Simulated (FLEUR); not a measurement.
# Fixed-spin-moment curve of MnHg with FLEUR, part 2 of 2

Aim: the energy of MnHg as a function of its total spin moment.

FLEUR MaX-R8.1; PBE; all-electron FLAPW, Dirac cores, scalar-relativistic bands.

So far, magnetization (μB): step 2 (the free run) 3.90; step 4 (with continued, fixed moment 3.952 μB a cell) 3.95.

## Step 5: Moment fixed at 3.293 μB

File inp.xml:

```
<?xml version="1.0" encoding="UTF-8" standalone="no"?>
<fleurInput fleurInputVersion="0.39">
   <comment>
      MnHg
   </comment>
   <calculationSetup>
      <cutoffs Kmax="3.6" Gmax="10.8" GmaxXC="10.8" numbands="0"/>
      <scfLoop itmax="120" minDistance="0.00002" maxIterBroyd="15" imix="Anderson" alpha="0.05" precondParam="0.0" spinf="2.0" sdNocoIR="T"/>
      <coreElectrons ctail="T" frcor="F" kcrel="0" coretail_lmax="0"/>
      <xcFunctional name="pbe" relativisticCorrections="F"/>
      <magnetism jspins="2" fixed_moment="3.293"/>
      <soc l_soc="F" theta="0.0" phi="0.0" spav="F"/>
      <expertModes spex="0" secvar="F"/>
      <geometryOptimization l_f="F" forcealpha="1.0" forcemix="BFGS" epsdisp="0.00001" epsforce="0.00001"/>
      <ldaU l_linMix="F" mixParam="0.05" spinf="1.0"/>
   </calculationSetup>
   <cell>
      <bzIntegration valenceElectrons="33.0" mode="hist" fermiSmearingEnergy="0.00183747">
         <kPointListSelection listName="default-1"/>
         <xi:include xmlns:xi="http://www.w3.org/2001/XInclude" href="kpts.xml"> </xi:include>
      </bzIntegration>
      <xi:include xmlns:xi="http://www.w3.org/2001/XInclude" href="sym.xml"> </xi:include>
      <bulkLattice scale="1.0">
         <bravaisMatrix>
            <row-1>    6.2644421030489994     0.0000000000000000     0.0000000000000000</row-1>
            <row-2>    0.0000000000000000     6.2644421030489994     0.0000000000000000</row-2>
            <row-3>    0.0000000000000000     0.0000000000000000     6.2644421030489994</row-3>
         </bravaisMatrix>
      </bulkLattice>
   </cell>
   <atomSpecies>
      <species name="Manganese 3.501" element="Mn" atomicNumber="25">
         <mtSphere radius="2.64" gridPoints="873" logIncrement="0.014"/>
         <atomicCutoffs lmax="10" lnonsphr="8"/>
         <electronConfig flipSpins="F">
            <coreConfig>(1s1/2) (2s1/2) (2p1/2) (2p3/2)</coreConfig>
            <valenceConfig>(3s1/2) (3p1/2) (3p3/2) (4s1/2) (3d3/2) (3d5/2)</valenceConfig>
            <stateOccupation state="(3d3/2)" spinUp="1.2505" spinDown="0.7495"/>
            <stateOccupation state="(3d5/2)" spinUp="3.0" spinDown="0.0"/>
         </electronConfig>
         <energyParameters s="4" p="4" d="3" f="4"/>
         <lo type="SCLO" l="0" n="3" eDeriv="0"/>
         <lo type="SCLO" l="1" n="3" eDeriv="0"/>
      </species>
      <species name="Mercury (Hg)" element="Hg" atomicNumber="80">
         <mtSphere radius="2.64" gridPoints="873" logIncrement="0.015"/>
         <atomicCutoffs lmax="10" lnonsphr="8"/>
         <electronConfig flipSpins="F">
            <coreConfig>(1s1/2) (2s1/2) (2p1/2) (2p3/2) (3s1/2) (3p1/2) (3p3/2) (4s1/2) (3d3/2) (3d5/2) (4p1/2) (4p3/2) (5s1/2) (4d3/2) (4d5/2) (4f5/2) (4f7/2)</coreConfig>
            <valenceConfig>(5p1/2) (5p3/2) (6s1/2) (5d3/2) (5d5/2)</valenceConfig>
         </electronConfig>
         <energyParameters s="6" p="6" d="5" f="5"/>
         <lo type="SCLO" l="1" n="5" eDeriv="0"/>
      </species>
   </atomSpecies>
   <atomGroups>
      <atomGroup species="Manganese 3.501">
         <relPos label="                   1">1.000/2.000 1.000/2.000 1.000/2.000</relPos>
         <force calculate="T" relaxXYZ="TTT"/>
      </atomGroup>
      <atomGroup species="Mercury (Hg)">
         <relPos label="                   2">.0000000000 .0000000000 .0000000000</relPos>
         <force calculate="T" relaxXYZ="TTT"/>
      </atomGroup>
   </atomGroups>
   <output dos="F" band="F" slice="F">
      <bandDOS minEnergy="-.5*Htr" maxEnergy="0.5*Htr" sigma="0.015" storeEVData="T"/>
      <plotting iplot="0" polar="F">
         <plot TwoD="T" vec1="  1.0  0.0  0.0" vec2="  0.0  1.0  0.0" vec3="  0.0  0.0  1.0" zero="  0.0  0.0  0.0" file="plot"/>
      </plotting>
      <moessbauerParams electricFieldGradient="F" isomerShift="F" coreHyperfine="F" valenceHyperfine="F"/>
   </output>
</fleurInput>
```

Launch:

```
> OMP_NUM_THREADS=1 mpirun -n 4 fleur_MPI > fleur.log
```

Output:

```text
[banner, memory and clock lines left out]
Welcome to FLEUR        (www.flapw.de)
      MaX-Release 8.1          (www.max-centre.eu)

 ========== k-point set info ==========
 Selected k-point list: default-1
 k-point list type: mesh
 10 x 10 x 10
 Number of k points: 56

 [... set-up left out ...]
 Iteration:     1   Distance:       6.27772914 me/bohr^3
 Iteration:     2   Distance:       6.05397909 me/bohr^3
 Iteration:     3   Distance:       3.87114569 me/bohr^3
 Iteration:     4   Distance:       0.63115306 me/bohr^3
 Iteration:     5   Distance:       0.62151174 me/bohr^3
[...]
<sumOfEigenvalues value="   -12785.2725582265">
               <coreElectrons value="-12761.5139303588"/>
               <valenceElectrons value="-23.7586278677"/>
            </sumOfEigenvalues>
         [... left out ...]
            <freeEnergy value="-20820.4406309593"/>
            <extrapolationTo0K value="-20820.4403276912"/>
         </totalEnergy>
         <densityConvergence units="me/bohr^3">
            <chargeDensity spin="1" distance="0.0000081876"/>
            <chargeDensity spin="2" distance="0.0000106712"/>
            <overallChargeDensity distance="0.0000123078"/>
            <spinDensity distance="0.0000145031"/>
         </densityConvergence>
      </iteration>
```

Run time: 25 s. Hardware: 4 MPI ranks of Intel Xeon Platinum 8259CL at 2.50GHz (Skylake/Cascade Lake), shared host; peak memory 0.27 GiB.

Read from the output:

| Quantity | Value |
| --- | --- |
| magnetization | 3.293 μB |

Its energy lies +116.8 meV a cell from the free run's.

## Step 6: Moment fixed at 4.61 μB

inp.xml: that of step 5 with these lines changed.

```diff
@@ -10,3 +10,3 @@
       <xcFunctional name="pbe" relativisticCorrections="F"/>
-      <magnetism jspins="2" fixed_moment="3.293"/>
+      <magnetism jspins="2" fixed_moment="4.61"/>
       <soc l_soc="F" theta="0.0" phi="0.0" spav="F"/>
```

Output:

```text
[banner, memory and clock lines left out]
Welcome to FLEUR        (www.flapw.de)
      MaX-Release 8.1          (www.max-centre.eu)

 ========== k-point set info ==========
 Selected k-point list: default-1
 k-point list type: mesh
 10 x 10 x 10
 Number of k points: 56

 [... set-up left out ...]
 Iteration:     1   Distance:       5.74458077 me/bohr^3
 Iteration:     2   Distance:       5.51809116 me/bohr^3
 Iteration:     3   Distance:       3.15408570 me/bohr^3
 Iteration:     4   Distance:       0.53831055 me/bohr^3
 Iteration:     5   Distance:       0.25073604 me/bohr^3
[...]
<sumOfEigenvalues value="   -12784.8452324908">
               <coreElectrons value="-12761.0398763149"/>
               <valenceElectrons value="-23.8053561758"/>
            </sumOfEigenvalues>
         [... left out ...]
            <freeEnergy value="-20820.4367496811"/>
            <extrapolationTo0K value="-20820.4365972593"/>
         </totalEnergy>
         <densityConvergence units="me/bohr^3">
            <chargeDensity spin="1" distance="0.0000060550"/>
            <chargeDensity spin="2" distance="0.0000025418"/>
            <overallChargeDensity distance="0.0000080001"/>
            <spinDensity distance="0.0000047165"/>
         </densityConvergence>
      </iteration>
```

Elapsed: 20 s, on 4 MPI ranks; peak memory 0.26 GiB; 79 s of CPU time.

Numbers from this step:

```yaml
magnetization: 4.61 μB
```

Its energy lies +222.4 meV a cell from the free run's.

## Step 7: All moments

The other moments were run in the same way.

The energy over the lowest by total spin moment:

```csv
total spin moment (μB a cell),energy over the lowest (meV a cell)
0.00,1448
0.66,1361
1.32,1110
1.98,776
2.63,406
3.29,117
3.90,0
3.95,0.228
4.61,222
5.27,918
```

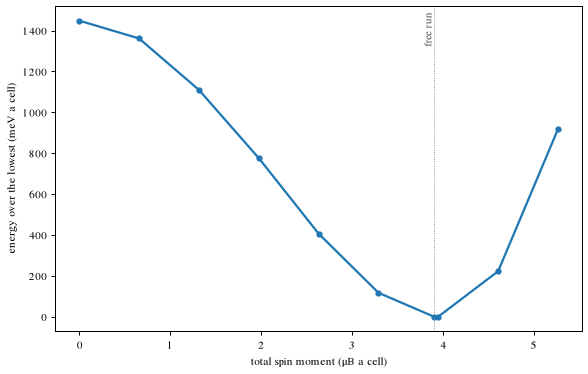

Energy over the lowest, plotted against total spin moment.

The moment, largest sphere moment by total spin moment:

```csv
total spin moment (μB a cell),"moment, largest sphere moment (μB)"
0.00,0
0.66,0.760
1.32,1.49
1.98,2.20
2.63,2.89
3.29,3.49
3.90,3.93
3.95,3.96
4.61,4.33
5.27,4.64
```

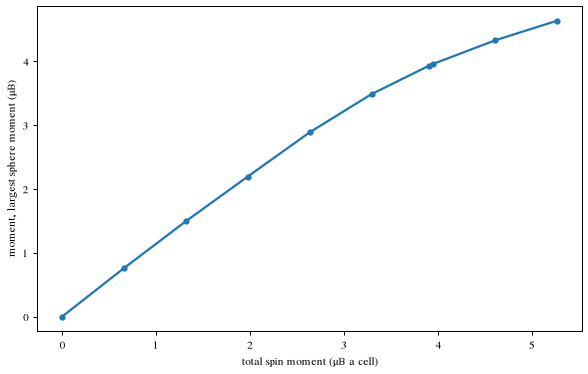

Moment, largest sphere moment against total spin moment.

## Step 8: What came out

* moment of the free run: 3.90 μB a cell
* moment of the lowest point: 3.90 μB a cell
* energy of the spinless run: 1448 meV a cell over the lowest

The lowest point lies 1448 meV a cell under the spinless run, in free energy at a smearing of 0.05 eV. The point at zero is the spinless run. Opposed orders, which also have no total moment, were not run.

[Logs and program files are shortened in this print: banners, set-up blocks, solver, clock and traceback lines can be left out without a mark of their own.]

[Logs are printed without paths, hosts, clocks, repeated set-up lines and the standing remarks that a program may print on its own settings, such as how far it seeks lower states.]

[Hosts, paths, dates, database ids (printed as entryN), source tags and the programs' standing remarks are cut or masked in the printed files.]

[Where a cell is said to come from a database of computed structures, the database is the Materials Project.]
